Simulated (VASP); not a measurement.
Band structure of LaCoSi3 (space group I4mm). All values below come from PBEsol GGA, VASP's PBE PAW potentials (set 64) (plane waves; VASP).

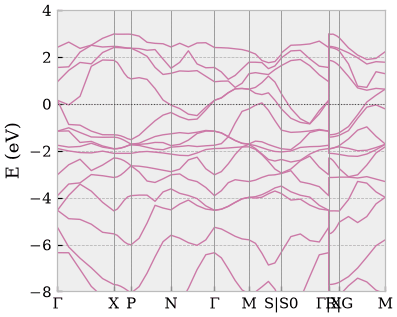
Bands along high-symmetry lines, zero at the valence-band maximum or, without a gap, the Fermi level

Question: Read the plot: is there a gap, and where are the band edges?

Answer: It has no gap at this level: it comes out as a metal or semimetal.

The structure comes from a computed database's LaCoSi3 entry (I4mm); how it stands against other phases isn't given here. The cell was not relaxed at this level. The run is not spin-polarised, so no magnetic state was tried.
